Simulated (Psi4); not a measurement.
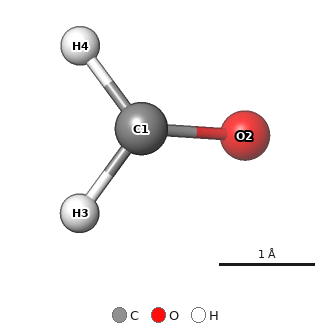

**Figure 1.** The structure as given in the input (ball-and-stick view, seen at a tilt; atoms are numbered from 1 in the order of the input). Bond lengths as drawn: C–H 1.10 Å and C–O 1.27 Å.

**Run report: CH₂O, excited-state calculation**

- system: CH₂O, multiplicity 3, SMILES [CH2][O]
- method: TDHF/cc-pVDZ-F12, UHF (Psi4 1.11)

The geometry comes from this level: GFN2-xTB.

Output
```
Psi4 1.11 release

   => Loading Basis Set <=

    Name: CC-PVDZ-F12
    Role: ORBITAL
    Keyword: BASIS

         ---------------------------------------------------------
                                   SCF
                              UHF Reference
                        1 Threads,   1525 MiB Core
         ---------------------------------------------------------

  ==> Geometry <==

    Molecular point group: c1
    Full point group: C1

    Geometry (in Angstrom), charge = 0, multiplicity = 3:

       Center              X                  Y                   Z               Mass
    ------------   -----------------  -----------------  -----------------  -----------------
         C            0.025913353138    -0.012532048479    -0.645771503254    12.000000000000
         O            0.025913353138    -0.012532048479     0.628497496746    15.994914619570
         H            0.025913353138     0.972202588182    -1.142706305467     1.007825032230
         H           -0.745722928606    -0.624092930310    -1.142914398887     1.007825032230

  Running in c1 symmetry.

  Rotational constants: A =      9.07201  B =      1.17884  C =      1.07991 [cm^-1]
  Rotational constants: A = 271971.96252  B =  35340.67833  C =  32374.95362 [MHz]
  Nuclear repulsion =   30.166843891516287

  Charge       = 0
  Multiplicity = 3
  Electrons    = 16
  Nalpha       = 9
  Nbeta        = 7

  ==> Algorithm <==

  SCF Algorithm Type is MEM_DF.
  DIIS enabled.
  MOM disabled.
  Fractional occupation disabled.
  Guess Type is SAD.
  Energy threshold   = 1.00e-06
  Density threshold  = 1.00e-06
  Integral threshold = 1.00e-12

  ==> Primary Basis <==

  Basis Set: CC-PVDZ-F12
    Blend: CC-PVDZ-F12
    Number of shells: 34
    Number of basis functions: 78
    Number of Cartesian functions: 82
    Spherical Harmonics?: true
    Max angular momentum: 2

   => Loading Basis Set <=

    Name: (CC-PVDZ-F12 AUX)
    Role: JKFIT
    Keyword: DF_BASIS_SCF

  ==> Integral Setup <==

  DFHelper Memory: AOs need 0.010 GiB; user supplied 1.118 GiB.
  SCF_SUBTYPE=INCORE selected. In-core MEM_DF algorithm will be used.
  Using in-core AOs.

  ==> MemDFJK: Density-Fitted J/K Matrices <==

    J tasked:                   Yes
    K tasked:                   Yes
    wK tasked:                   No
    Memory [MiB]:              1144
    Algorithm:                 Core
    Schwarz Cutoff:           1E-12
    Mask sparsity (%):       0.0000
    Fitting Condition:        1E-10

   => Auxiliary Basis Set <=

  Basis Set: (CC-PVDZ-F12 AUX)
    Blend: DEF2-UNIVERSAL-JKFIT
    Number of shells: 62
    Number of basis functions: 188
    Number of Cartesian functions: 222
    Spherical Harmonics?: true
    Max angular momentum: 4

  Minimum eigenvalue in the overlap matrix is 1.1935712538E-03.
  Reciprocal condition number of the overlap matrix is 1.7281156104E-04.
    Using symmetric orthogonalization.

  ==> Pre-Iterations <==

  SCF Guess: Superposition of Atomic Densities via on-the-fly atomic UHF (no occupation information).

   -------------------------
    Irrep   Nso     Nmo
   -------------------------
     A         78      78
   -------------------------
    Total      78      78
   -------------------------

  ==> Iterations <==

                           Total Energy        Delta E     RMS |[F,P]|

   @DF-UHF iter SAD:  -113.00170768440371   -1.13002e+02   0.00000e+00
   @DF-UHF iter   1:  -113.73467612670277   -7.32968e-01   3.88946e-03 DIIS/ADIIS
   @DF-UHF iter   2:  -113.78971990488273   -5.50438e-02   3.03286e-03 DIIS/ADIIS
   @DF-UHF iter   3:  -113.81458015653018   -2.48603e-02   9.88196e-04 DIIS/ADIIS
   @DF-UHF iter   4:  -113.82754285511331   -1.29627e-02   5.34770e-04 DIIS/ADIIS
   @DF-UHF iter   5:  -113.83231696381148   -4.77411e-03   2.28678e-04 DIIS/ADIIS
   @DF-UHF iter   6:  -113.83303376023177   -7.16796e-04   1.02190e-04 DIIS/ADIIS
   @DF-UHF iter   7:  -113.83318307579833   -1.49316e-04   4.44716e-05 DIIS
   @DF-UHF iter   8:  -113.83321327870716   -3.02029e-05   1.79233e-05 DIIS
   @DF-UHF iter   9:  -113.83321748328990   -4.20458e-06   4.90624e-06 DIIS
   @DF-UHF iter  10:  -113.83321782099604   -3.37706e-07   1.24467e-06 DIIS
   @DF-UHF iter  11:  -113.83321783489615   -1.39001e-08   4.04268e-07 DIIS
  Energy and wave function converged.

  ==> Post-Iterations <==

   @Spin Contamination Metric:   1.826174729E-02
   @S^2 Expected:                2.000000000E+00
   @S^2 Observed:                2.018261747E+00
   @S   Expected:                1.000000000E+00
   @S   Observed:                1.000000000E+00

    Orbital Energies [Eh]
    ---------------------

    Alpha Occupied:

       1A    -20.666266     2A    -11.290733     3A     -1.484508
       4A     -0.920531     5A     -0.752502     6A     -0.699682
       7A     -0.663360     8A     -0.529368     9A     -0.360614

    Alpha Virtual:

      10A      0.067575    11A      0.079000    12A      0.080521
      13A      0.091221    14A      0.189540    15A      0.203157
      16A      0.212348    17A      0.252519    18A      0.252599
      19A      0.307806    20A      0.386430    21A      0.478052
      22A      0.510576    23A      0.590215    24A      0.591509
      25A      0.620231    26A      0.652335    27A      0.701356
      28A      0.781801    29A      0.898512    30A      0.924622
      31A      0.926398    32A      0.937890    33A      0.960864
      34A      1.003385    35A      1.051703    36A      1.186298
      37A      1.238731    38A      1.328300    39A      1.362849
      40A      1.440900    41A      1.509075    42A      1.509243
      43A      1.613679    44A      1.839874    45A      1.909517
      46A      2.303949    47A      2.357284    48A      2.622750
      49A      2.667070    50A      2.706663    51A      2.755395
      52A      2.936255    53A      2.967279    54A      3.079195
      55A      3.155607    56A      3.214539    57A      3.221270
      58A      3.407244    59A      3.431024    60A      3.539898
      61A      3.938309    62A      3.944039    63A      4.034346
      64A      4.300964    65A      4.538537    66A      4.555284
      67A      4.570569    68A      4.816764    69A      4.901741
      70A      5.088314    71A      8.060192    72A      9.180230
      73A      9.518151    74A      9.775289    75A     10.103516
      76A     16.610765    77A     16.649568    78A     17.259051

    Beta Occupied:

       1A    -20.617798     2A    -11.271967     3A     -1.331060
       4A     -0.820433     5A     -0.636469     6A     -0.581614
       7A     -0.529263

    Beta Virtual:

       8A      0.059650     9A      0.069256    10A      0.074710
      11A      0.080709    12A      0.081535    13A      0.171528
      14A      0.192434    15A      0.221853    16A      0.232856
      17A      0.265872    18A      0.283954    19A      0.318040
      20A      0.402384    21A      0.494519    22A      0.582888
      23A      0.630825    24A      0.634578    25A      0.649423
      26A      0.677657    27A      0.723186    28A      0.819820
      29A      0.910891    30A      0.949680    31A      0.958790
      32A      0.987922    33A      1.005609    34A      1.033588
      35A      1.084375    36A      1.235641    37A      1.272315
      38A      1.354381    39A      1.385804    40A      1.458159
      41A      1.557318    42A      1.560324    43A      1.656329
      44A      1.873958    45A      1.952142    46A      2.347016
      47A      2.409464    48A      2.642297    49A      2.682470
      50A      2.734753    51A      2.776806    52A      2.950012
      53A      2.994862    54A      3.093433    55A      3.170293
      56A      3.236902    57A      3.254384    58A      3.443504
      59A      3.468595    60A      3.557543    61A      3.991938
      62A      4.058212    63A      4.066063    64A      4.326407
      65A      4.599138    66A      4.658650    67A      4.667241
      68A      4.855116    69A      4.981343    70A      5.124578
      71A      8.078200    72A      9.217784    73A      9.547348
      74A      9.782301    75A     10.133098    76A     16.680839
      77A     16.686027    78A     17.272422

    Final Occupation by Irrep:
              A
    DOCC [     7 ]
    SOCC [     2 ]
    NA   [     9 ]
    NB   [     7 ]

  @DF-UHF Final Energy:  -113.83321783489615

   => Energetics <=

    Nuclear Repulsion Energy =             30.1668438915162866
    One-Electron Energy =                -214.8439351430519082
    Two-Electron Energy =                  70.8438734166394681
    Total Energy =                       -113.8332178348961463

  UHF NO Occupations:
  HONO-2 :    7  A 1.9959344
  HONO-1 :    8  A 1.0000000
  HONO-0 :    9  A 1.0000000
  LUNO+0 :   10  A 0.0040656
  LUNO+1 :   11  A 0.0022737
  LUNO+2 :   12  A 0.0019044
  LUNO+3 :   13  A 0.0006655

Computation Completed

Properties will be evaluated at   0.000000,   0.000000,   0.000000 [a0]

Properties computed using the SCF density matrix

 Multipole Moments:

 ------------------------------------------------------------------------------------
     Multipole            Electronic (a.u.)      Nuclear  (a.u.)        Total (a.u.)
 ------------------------------------------------------------------------------------

 L = 1.  Multiply by 2.5417464519 to convert [e a0] to [Debye]
 Dipole X            :          0.4087681           -0.6746750           -0.2659069
 Dipole Y            :         -0.1977618            0.3262820            0.1285202
 Dipole Z            :          1.6729629           -2.1396797           -0.4667169
 Magnitude           :                                                    0.5523120

 ------------------------------------------------------------------------------------

	total time  =          0 seconds =       0.00 minutes

******************************************************************************************
**********                               WARNING                                **********
**********       The names of excited state variables changed between 1.5       **********
**********     and 1.6. For a quick solution, remove the symmetry specifier     **********
**********   from the variable name. For full details, see 'Notes on Psivars'   **********
**********                        in the documentation.                         **********
******************************************************************************************

         ---------------------------------------------------------
                         TDSCF excitation energies
         ---------------------------------------------------------

  ==> Options <==

     Residual threshold  : 1.0000e-04
     Initial guess       : denominators
     Reference           : UHF
     Solver type         : RPA (Hamiltonian)

  ==> Requested Excitations <==

      4 singlet states with A symmetry

  ==> Seeking the lowest 4 singlet states with A symmetry

                        Generalized Hamiltonian Solver

  ==> Options <==

    Max number of iterations        = 60
    Eigenvector tolerance           = 1.0000e-04
    Max number of expansion vectors = 800

  => Iterations <=
                              Max[D[value]]     Max[|R|]   # vectors
  HamiltonianSolver iter   1:   2.80670e-01  4.27822e-01     16
  HamiltonianSolver iter   2:   8.78311e-02  7.82641e-02     24
  HamiltonianSolver iter   3:   3.18256e-03  5.26378e-02     32
  HamiltonianSolver iter   4:   9.34955e-04  1.80327e-02     40
  HamiltonianSolver iter   5:   1.30720e-03  5.10765e-01     48
  HamiltonianSolver iter   6:   4.07030e-02  2.16772e-01     56
  HamiltonianSolver iter   7:   4.45046e-03  5.65849e-02     64
  HamiltonianSolver iter   8:   2.48607e-04  1.06070e-02     72
  HamiltonianSolver iter   9:   9.65954e-06  2.26438e-03     78
  HamiltonianSolver iter  10:   4.98925e-07  5.16342e-04     84
  HamiltonianSolver iter  11:   1.92544e-08  7.93158e-05     88      Converged

******************************************************************************************
**********                               WARNING                                **********
**********  Length-gauge rotatory strengths are **NOT** gauge-origin invariant  **********
******************************************************************************************

                                    Excitation Energy         Total Energy        Oscillator Strength             Rotatory Strength
     #   Sym: GS->ES (Trans)        au              eV              au          au (length)    au (velocity)    au (length)    au (velocity)
    ---- -------------------- --------------- --------------- --------------- --------------- --------------- --------------- ---------------
     1        A->A (1 A)       0.05809         1.58067        -113.77513       0.0000          0.0000          0.0000          0.0000
     2        A->A (1 A)       0.17954         4.88563        -113.65367       0.0020          0.0022         -0.0000         -0.0000
     3        A->A (1 A)       0.22495         6.12122        -113.60827       0.0373          0.0388         -0.0000         -0.0000
     4        A->A (1 A)       0.25436         6.92154        -113.57886       0.0023          0.0024          0.0000          0.0000

Contributing excitations and de-excitations
Only contributions with abs(coeff) > 1.00e-01 will be printed:

Excited State    1 (1 A):   0.05809 au   784.38 nm f = 0.0000
Alpha orbitals:
  Sums of squares: Xssq =  1.123001e-03; Yssq =  8.621963e-04; Xssq - Yssq =  2.608045e-04
Beta orbitals:
  Sums of squares: Xssq =  1.013942e+00; Yssq =  1.420262e-02; Xssq - Yssq =  9.997392e-01
      7a (b) ->   8a (b)   -0.919846 (84.612%)
      7a (b) ->  16a (b)    0.245967 ( 6.050%)
      7a (b) ->  18a (b)   -0.266955 ( 7.127%)
      7a (b) ->  33a (b)   -0.100617 ( 1.012%)

Excited State    2 (1 A):   0.17954 au   253.77 nm f = 0.0020
Alpha orbitals:
  Sums of squares: Xssq =  3.794135e-03; Yssq =  1.662038e-03; Xssq - Yssq =  2.132096e-03
Beta orbitals:
  Sums of squares: Xssq =  1.001670e+00; Yssq =  3.801703e-03; Xssq - Yssq =  9.978679e-01
      4a (b) ->   8a (b)    0.292896 ( 8.579%)
      4a (b) ->  18a (b)    0.109261 ( 1.194%)
      5a (b) ->   8a (b)   -0.867582 (75.270%)
      5a (b) ->  16a (b)    0.229595 ( 5.271%)
      5a (b) ->  18a (b)   -0.243326 ( 5.921%)

Excited State    3 (1 A):   0.22495 au   202.55 nm f = 0.0373
Alpha orbitals:
  Sums of squares: Xssq =  9.974451e-01; Yssq =  7.228561e-04; Xssq - Yssq =  9.967222e-01
      9a (a) ->  10a (a)    0.874933 (76.551%)
      9a (a) ->  11a (a)    0.116557 ( 1.359%)
      9a (a) ->  13a (a)    0.272729 ( 7.438%)
      9a (a) ->  14a (a)   -0.219550 ( 4.820%)
      9a (a) ->  17a (a)    0.232984 ( 5.428%)
      9a (a) ->  19a (a)    0.108366 ( 1.174%)
      9a (a) ->  25a (a)    0.101067 ( 1.021%)
Beta orbitals:
  Sums of squares: Xssq =  3.753965e-03; Yssq =  4.761860e-04; Xssq - Yssq =  3.277779e-03

Excited State    4 (1 A):   0.25436 au   179.13 nm f = 0.0023
Alpha orbitals:
  Sums of squares: Xssq =  9.977981e-01; Yssq =  3.842343e-04; Xssq - Yssq =  9.974139e-01
      9a (a) ->  10a (a)   -0.136458 ( 1.862%)
      9a (a) ->  11a (a)    0.908364 (82.513%)
      9a (a) ->  14a (a)   -0.106615 ( 1.137%)
      9a (a) ->  19a (a)    0.285643 ( 8.159%)
      9a (a) ->  20a (a)   -0.205797 ( 4.235%)
Beta orbitals:
  Sums of squares: Xssq =  2.904403e-03; Yssq =  3.182583e-04; Xssq - Yssq =  2.586144e-03

******************************************************************************************
**********                               WARNING                                **********
**********       The names of excited state variables changed between 1.5       **********
**********     and 1.6. For a quick solution, remove the symmetry specifier     **********
**********   from the variable name. For full details, see 'Notes on Psivars'   **********
**********                        in the documentation.                         **********
******************************************************************************************

    Psi4 run time: 0:00:01.28
```

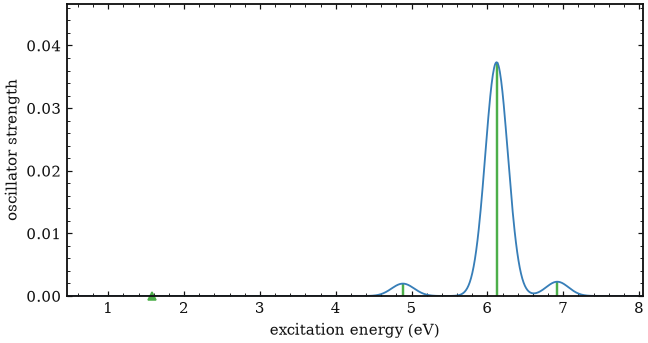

**Figure 2.** Computed excitations as sticks (degenerate states added up, dark ones marked on the axis), with a Gaussian envelope of 0.35 eV full width at half maximum, scaled to the tallest. Of the 4 states the lowest lies at 1.58 eV (f = 0.000); the strongest line is at 6.12 eV, or 203 nm (f = 0.037).

The run was set up as follows.

Input (ch2o.in)
```
memory 1.6 GB

molecule system {
  0 3
  C
  O 1 1.274269
  H 1 1.103017 2 116.77726
  H 1 1.102987 3 106.97411 2 132.99172
  symmetry c1
  no_reorient
  no_com
}

set {
  basis cc-pVDZ-F12
  reference uhf
  scf_type mem_df
  tdscf_states 4
  tdscf_tda false
}

e_tot, wfn = energy('td-hf', return_wfn=True)
```

Launched with:
```bash
psi4 ch2o.in ch2o.out -n 1
```

Results in brief

```csv
quantity,value
outcome,converged
total energy,−113.833218 hartree
basis functions,78
⟨S²⟩,2.018
dipole moment,1.40 D
lowest excitation,1.58 eV
hardware,"1 thread of Intel Xeon (Granite Rapids), 16 GiB of memory available, shared host"
wall time,2.1 s
peak memory,0.22 GiB
```
